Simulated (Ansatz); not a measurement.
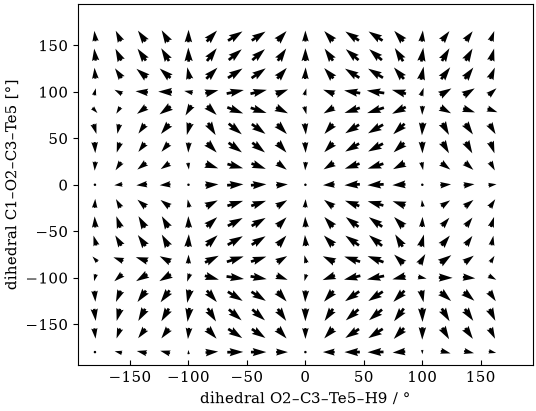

C₂H₄OSTe, SMILES COC(=S)[TeH]. First axis: dihedral O2–C3–Te5–H9. Second axis: dihedral C1–O2–C3–Te5. Nothing is relaxed (all other coordinates rigid). The scan uses an 18 × 18 grid. Points are written as (first, second). Method: RKS SPW92 (LDA)/def2-SVP (Ansatz).

The picture shows arrows along the force (downhill), their lengths compressed.

Question: The arrows alone are given. Where are the wells?

Answer: The arrows converge at (0°, −180°); (0°, 0°) (2.3 kcal/mol up); (−180°, −180°) (7.2 kcal/mol up); (−180°, 0°) (9.1 kcal/mol up) (read from the interpolated surface).

The energy map of the same scan:

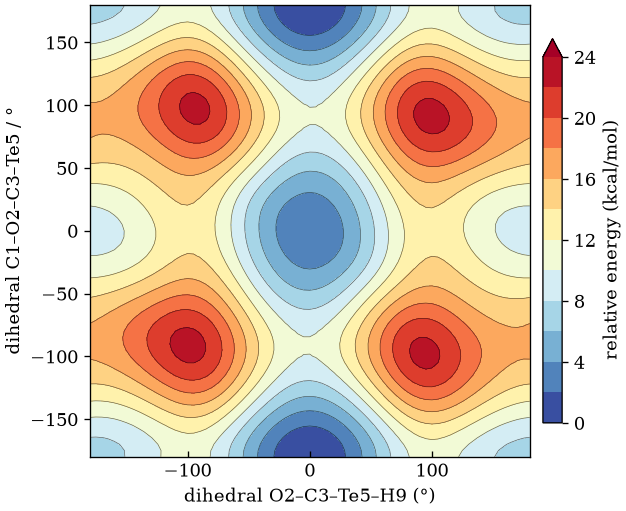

Energies are in kcal/mol, from the lowest grid point; between grid points the surface is interpolated.
